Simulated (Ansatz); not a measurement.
# Ge wire along [110], 24 atoms a period, H-terminated: bands by functional and under strain, part 2 of 4

What gap, if any, does the Ge wire along [110], 24 atoms a period, H-terminated have, and how does it change with the functional and under strain?

Ansatz 0.2.0; DFT PBE, plane waves, PAW; relaxation of a wire's period; PAW set soft_1 (the session's first sound run).

So far. Step 2 (The relaxed wire): The cell's length comes to 4.103 Å with spin left out.

**3. Bands of the perfect wire**

This step: DFT PBE, plane waves, PAW; bands of a perfect wire; PAW set soft_1 (Ansatz 0.2.0).

At the relaxed period the bands are computed along the axis; those that cross an energy going forward count the channels that a perfect wire would open there.

input.yaml

```yaml
crystal:
  lattice:
    - [21.561, 0.0, 0.0]
    - [0.0, 19.53, 0.0]
    - [0.0, 0.0, 4.1029753887]
  atoms:
    - { symbol: H, position: [0.160826092, 0.384056948, 0.0] }
    - { symbol: Ge, position: [0.203460657, 0.447969983, 0.0] }
    - { symbol: Ge, position: [0.400497559, 0.344451985, 0.0] }
    - { symbol: Ge, position: [0.39930148, 0.75798958, 0.0] }
    - { symbol: Ge, position: [0.467892766, 0.242162123, 0.0] }
    - { symbol: Ge, position: [0.466953311, 0.448096342, 0.0] }
    - { symbol: Ge, position: [0.664534372, 0.346380511, 0.0] }
    - { symbol: Ge, position: [0.664732655, 0.758359621, 0.0] }
    - { symbol: H, position: [0.706107195, 0.281059351, 0.0] }
    - { symbol: Ge, position: [0.732369691, 0.448261446, 0.0] }
    - { symbol: H, position: [0.226096178, 0.655926911, 0.202081453] }
    - { symbol: H, position: [0.773919259, 0.655926911, 0.297918547] }
    - { symbol: Ge, position: [0.2695288, 0.655928044, 0.5] }
    - { symbol: Ge, position: [0.267645746, 0.448261446, 0.5] }
    - { symbol: H, position: [0.293908242, 0.281059351, 0.5] }
    - { symbol: H, position: [0.293486324, 0.823352039, 0.5] }
    - { symbol: Ge, position: [0.335481065, 0.346380511, 0.5] }
    - { symbol: Ge, position: [0.334229569, 0.551717931, 0.5] }
    - { symbol: Ge, position: [0.335282782, 0.758359621, 0.5] }
    - { symbol: Ge, position: [0.532122671, 0.242162123, 0.5] }
    - { symbol: Ge, position: [0.533025643, 0.655718936, 0.5] }
    - { symbol: Ge, position: [0.533062126, 0.448096342, 0.5] }
    - { symbol: H, position: [0.55912352, 0.823077656, 0.5] }
    - { symbol: H, position: [0.574108603, 0.177254581, 0.5] }
    - { symbol: Ge, position: [0.599517878, 0.344451985, 0.5] }
    - { symbol: Ge, position: [0.599677196, 0.551862104, 0.5] }
    - { symbol: Ge, position: [0.600713957, 0.75798958, 0.5] }
    - { symbol: Ge, position: [0.79655478, 0.447969983, 0.5] }
    - { symbol: H, position: [0.839189345, 0.384056948, 0.5] }
    - { symbol: H, position: [0.839383835, 0.511717222, 0.5] }
    - { symbol: H, position: [0.773919259, 0.655926911, 0.702081453] }
    - { symbol: H, position: [0.226096178, 0.655926911, 0.797918547] }
    - { symbol: H, position: [0.160631602, 0.511717222, 0.0] }
    - { symbol: Ge, position: [0.400338241, 0.551862104, 0.0] }
    - { symbol: H, position: [0.425906834, 0.177254581, 0.0] }
    - { symbol: H, position: [0.440891917, 0.823077656, 0.0] }
    - { symbol: Ge, position: [0.466989794, 0.655718936, 0.0] }
    - { symbol: Ge, position: [0.665785868, 0.551717931, 0.0] }
    - { symbol: H, position: [0.706529113, 0.823352039, 0.0] }
    - { symbol: Ge, position: [0.730486637, 0.655928044, 0.0] }
kpoints:
  mp_grid: { grid: [1, 1, 20] }
  band_path: { path: ["Γ", Z], npoints: 90 }
scf:
  occupations: { method: fermi_dirac, width: 0.05 }
hamiltonian:
  xc: pbe
  pseudopotentials: { kind: paw, azcp: { folder: soft_1 } }
output:
  dos: { e_range: [-5, 4] }
  write_potential: true
  write_density: true
  volumetric_format: npy
```

On the command line:

```console
ansatz run input.yaml --threads 4 --pin off --max-ram 16384MiB --backend cpu --events-out ev --progress --plain --runs-dir out
```

Numbers of over 12 decimals in the logs are rounded to 6 here.

Output:

```text
[...]
Crystal: 40 atoms, lattice volume = 1727.707 Å³
Basis set: ecut = 420 eV, 33797 PW (Γ)
Bands: 216, of which v1, the nominal top of the filled ones, is band 176 counted from 1 (175 counted from 0)
Symmetry: 4 space group operations
[...]
k-points: 11 of 20
[...]
SCF iter   1: F=—  HF=-103333.997096 eV  |F-HF|=—  |Δ(HF+E_count)|=         —  Δρ=3.35e-2  dr2=1.62e1  ethr=3.10e-3  ⟨swp⟩=6.2  Hψ=9087  notcnv=0  defer=130
[...]
SCF iter  12: F=-103329.821005 eV  HF=-103329.821005 eV  |F-HF|=7.35e-9  |Δ(HF+E_count)|=   6.58e-9  Δρ=1.24e-6  dr2=3.71e-8  ethr=2.84e-11  ⟨swp⟩=13.1  Hψ=9986  notcnv=0
SCF 1 converged in 12 iterations: F = -103329.821005 eV  dr2 = 3.71e-8
[...]
NSCF: frozen V_eff on 91 k-points
WARN: pass on a band path, mesh or list of k-points: the 91 k-points are solved 32 at a time at the most, because the 13.60 GiB of host memory that the pass is priced against does not hold them all with the solver's workspace as planned. The pass can take longer, above all where fewer k-points are solved at a time than the run has threads. As a rule a larger memory budget leaves room for more at once. The budget is what a run with no `--max-ram-frac` typed is planned for, 0.8 of the host's memory or its container's limit. More memory there lifts it, and so does a share over 0.88 that is typed (of such a share the budget is ten elevenths): [rest of the remark cut]
WARN: The output density's exchange-correlation potential varies sharply where the density is thin. Do not read a vacuum level from v_tot or v_xc, or from such a field of the output density. On a cell that repeats whose density bears no net charge and no dipole along the vacuum's axis use v_es (v_loc + v_h of the components); under efield.dipole_correction with no amplitude use v_es + v_field, which holds any externa [...]
SCF converged after 12 iterations
Free energy (F): -103329.821005 eV
[...]
Internal energy: -103329.821004 eV  (E = F + TS)
E sigma→0 (E₀):  -103329.821004 eV
Entropy (-TS):   -0.000001 eV (-0.000 meV/atom)
Fermi energy:    0.038017 eV
[...]
--- Band table (eV; the first three rows and the last of 11) ---
  k-point 0: bands = [... 172 lower, -1.1968, -1.1763, -0.8796, -0.5493, 0.6605, 0.6648, 0.8077, 0.9109, ... 36 higher]
  k-point 1: bands = [... 172 lower, -1.2938, -1.0579, -1.0152, -0.7892, 0.8567, 0.8647, 1.0420, 1.1020, ... 36 higher]
  k-point 2: bands = [... 172 lower, -1.3564, -1.2390, -1.1715, -0.9694, 1.2853, 1.2961, 1.4662, 1.5322, ... 36 higher]
  k-point 10: bands = [... 172 lower, -2.0121, -2.0121, -1.9637, -1.9637, 1.2980, 1.2980, 1.5257, 1.5257, ... 36 higher]
```

Elapsed: 20 min, on 4 threads of Arm Neoverse V1, shared host; peak memory 11 GiB; 81 min of CPU time.

In the SCF lines HF is the Harris–Foulkes energy and dr2 the Hartree energy of the density residual, in eV; the loop may stop once dr2 is under the threshold and the program's other checks hold. Hψ counts applications of the Hamiltonian.

Numbers from this step:

```yaml
band_gap: 1.210 eV
```

The electronic bands at the labelled points (eV, zero at the Fermi level; v1 is the highest filled band, c1 the lowest empty one):

| point | v4 | v3 | v2 | v1 | c1 | c2 | c3 | c4 |
| --- | --- | --- | --- | --- | --- | --- | --- | --- |
| Γ | -1.23 | -1.21 | -0.92 | -0.59 | 0.62 | 0.63 | 0.77 | 0.87 |
| Z | -2.05 | -2.05 | -2.00 | -2.00 | 1.26 | 1.26 | 1.49 | 1.49 |

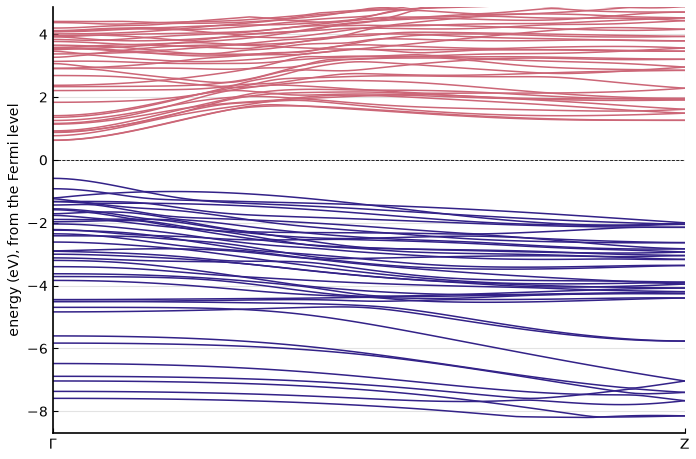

Electronic bands along the path; lines of filled and empty bands in two colours.

The gap is 1.21 eV, with spin left out.

On this path the gap is direct, 1.21 eV, with the valence top at Γ and the conduction bottom at Γ.

**4. Levels at the same atoms, cutoff 500 eV, k-mesh 1×1×15**

This step: DFT r2SCAN, plane waves, PAW; bands of a perfect wire at the PBE geometry; PAW set soft_1 (Ansatz 0.2.0).

The atoms stay at the PBE geometry and the functional changes. r2SCAN also reads the kinetic-energy density; it often gives larger moments and wider gaps than PBE, at a higher cost. Against the first PBE run of this kind, the cutoff is 500 eV against 420 and the mesh along the wire has 15 points against 20.

Edit input.yaml of step 3 so:

```diff
@@ -47,3 +47,3 @@
 kpoints:
-  mp_grid: { grid: [1, 1, 20] }
+  mp_grid: { grid: [1, 1, 15] }
   band_path: { path: ["Γ", Z], npoints: 90 }
@@ -52,8 +52,3 @@
 hamiltonian:
-  xc: pbe
+  xc: r2scan
   pseudopotentials: { kind: paw, azcp: { folder: soft_1 } }
-output:
-  dos: { e_range: [-5, 4] }
-  write_potential: true
-  write_density: true
-  volumetric_format: npy
```

Output:

```text
[...]
Crystal: 40 atoms, lattice volume = 1727.707 Å³
Basis set: ecut = 500 eV, 43999 PW (Γ), exchange–correlation on 640×576×120 points (64 copies of the dense FFT grid, shifted against one another)
Bands: 216, of which v1, the nominal top of the filled ones, is band 176 counted from 1 (175 counted from 0)
Symmetry: 4 space group operations
[...]
k-points: 8 of 15
[...]
SCF iter   1: F=—  HF=-103522.908702 eV  |F-HF|=—  |Δ(HF+E_count)|=         —  Δρ=3.29e-2  dr2=1.52e1  dr2_τ=1.30e-1  ethr=3.10e-3  ⟨swp⟩=6.5  Hψ=6788  notcnv=0  defer=69
[...]
SCF iter  12: F=-103520.900673 eV  HF=-103520.900673 eV  |F-HF|=2.87e-9  |Δ(HF+E_count)|=   3.67e-8  Δρ=7.79e-7  dr2=1.86e-8  dr2_τ=1.98e-10  ethr=2.84e-11  ⟨swp⟩=14.0  Hψ=7078  notcnv=0
SCF 1 converged in 12 iterations: F = -103520.900673 eV  dr2 = 1.86e-8
[...]
SCF converged after 12 iterations
Free energy (F): -103520.900673 eV
[...]
Internal energy: -103520.900673 eV  (E = F + TS)
E sigma→0 (E₀):  -103520.900673 eV
Entropy (-TS):   -0.000000 eV (-0.000 meV/atom)
Fermi energy:    -0.000633 eV
[...]
--- Band table (eV; the first three rows and the last of 8) ---
  k-point 0: bands = [... 172 lower, -1.4119, -1.3600, -1.0810, -0.7312, 0.7629, 0.7691, 0.9334, 1.0146, ... 36 higher]
  k-point 1: bands = [... 172 lower, -1.5220, -1.3573, -1.1796, -1.0993, 1.0907, 1.0982, 1.2764, 1.3411, ... 36 higher]
  k-point 2: bands = [... 172 lower, -1.6155, -1.5109, -1.4826, -1.1999, 1.7045, 1.7171, 1.8477, 1.9087, ... 36 higher]
  k-point 7: bands = [... 172 lower, -2.3011, -2.2788, -2.2289, -2.1214, 1.4255, 1.4274, 1.5627, 1.6834, ... 36 higher]
```

Wall time 29 min (4 threads); peak memory 11 GiB; 1.9 h of CPU time.

Numbers from this step:

```
band gap : 1.494 eV
```

The electronic bands at the labelled points (eV, zero at the Fermi level; v1 is the highest filled band, c1 the lowest empty one):

| point | v4 | v3 | v2 | v1 | c1 | c2 | c3 | c4 |
| --- | --- | --- | --- | --- | --- | --- | --- | --- |
| Γ | -1.41 | -1.36 | -1.08 | -0.73 | 0.76 | 0.77 | 0.93 | 1.02 |
| Z | -2.26 | -2.26 | -2.21 | -2.21 | 1.43 | 1.43 | 1.61 | 1.61 |

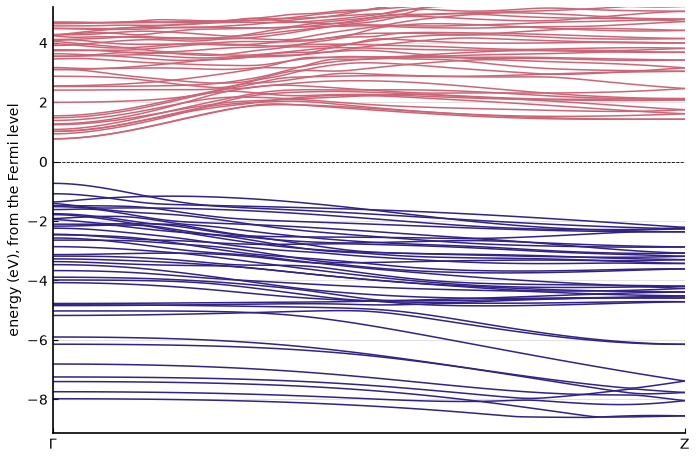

Electronic bands along the path; lines of filled and empty bands in two colours.

The gap is 1.49 eV, against 1.21 eV under PBE at the relaxed period.

**5. Levels at the same atoms, level HSE06, cutoff 420 eV**

This step: DFT HSE06, plane waves, PAW; levels of a perfect wire at the PBE geometry; PAW set soft_1 (Ansatz 0.2.0).

The atoms stay at the PBE geometry and the functional changes. HSE06 mixes in a quarter of short-range exact exchange, which removes part of the self-interaction that closes gaps; it is dear, so the mesh is thinner and no path is run. Against the first PBE run of this kind, the mesh along the wire has 8 points against 20.

Edit input.yaml of step 4 so:

```diff
@@ -47,4 +47,3 @@
 kpoints:
-  mp_grid: { grid: [1, 1, 15] }
-  band_path: { path: ["Γ", Z], npoints: 90 }
+  mp_grid: { grid: [1, 1, 8] }
 scf:
@@ -52,3 +51,3 @@
 hamiltonian:
-  xc: r2scan
+  xc: hse06
   pseudopotentials: { kind: paw, azcp: { folder: soft_1 } }
```

Output:

```text
[...]
--- Band table (eV; the first three rows and the last of 5) ---
  k-point 0: bands = [... 172 lower, -1.5966, -1.5484, -1.2577, -0.8909, 0.9643, 0.9732]
  k-point 1: bands = [... 172 lower, -1.8059, -1.6827, -1.6664, -1.3715, 1.8624, 1.8718]
  k-point 2: bands = [... 172 lower, -2.1291, -1.9695, -1.8285, -1.8119, 1.9634, 2.0226]
  k-point 4: bands = [... 172 lower, -2.5025, -2.5025, -2.4438, -2.4438, 1.6456, 1.6456]
  guard bands above this table: 38 of the run's 216 bands. The solve was not asked for them (output.publish_guard_bands: true or output.eigenvalues: true publishes all)
[key lines of the parts left out:]
Free energy (F): -103351.506991 eV
Fermi energy:    0.020895 eV
```

Wall time 60 min (4 threads); peak memory 8.7 GiB.

Numbers from this step:

```yaml
band_gap: 1.855 eV
```

The gap is 1.86 eV, against 1.21 eV under PBE at the relaxed period.

(Part 2 of 4 ends here.)

[Logs are printed without paths, hosts, clocks, repeated set-up lines and the standing remarks that a program may print on its own settings, such as how far it seeks lower states.]

[Hosts, paths, dates, database ids (printed as entryN), source tags and the programs' standing remarks are cut or masked in the printed files.]
